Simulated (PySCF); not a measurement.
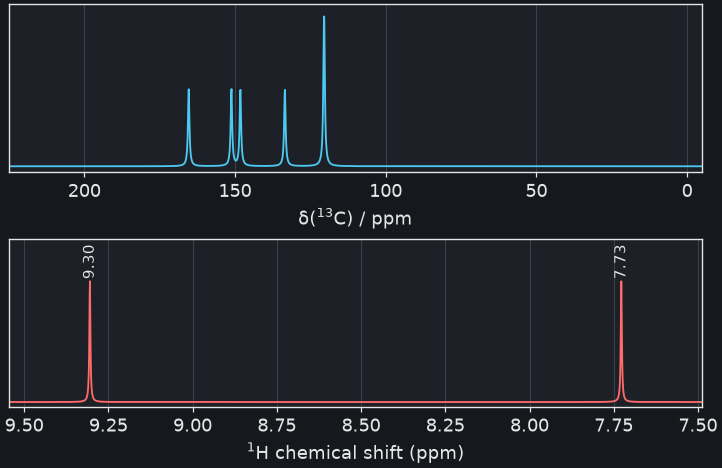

GIAO shifts, PBE0/pcSseg-1 with PySCF 2.14.0, at a GFN2-xTB geometry (no frequency check), against TMS for ¹³C and TMS for ¹H computed at the same level. Gas phase, fully decoupled, line heights follow the number of nuclei, widths are arbitrary (no quadrupolar broadening); values of one conformer, averaged over methyl-type rotors and exact or near symmetry.

Which molecule was computed?
A. C₅H₈NPSi, SMILES Cc1ncc([SiH3])cp1
B. C₈H₁₀, SMILES C#C[C@@]12CCC[C@@H]1C2
C. C₆H₂N₄, SMILES N#Cc1ccnc(C#N)n1
D. C₃H₆N₂OSi, SMILES Cc1nnc([SiH3])o1

Answer. C. Its ¹³C signals: 165.4 (1 C), 151.2 (1 C), 148.2 (1 C), 133.5 (1 C), 120.5 (1 C), 120.4 (1 C) ppm. Its ¹H signals: 9.30 (1 H), 7.73 (1 H) ppm.

Caveats: the tight-binding geometry is rougher than a DFT one and adds to the error.
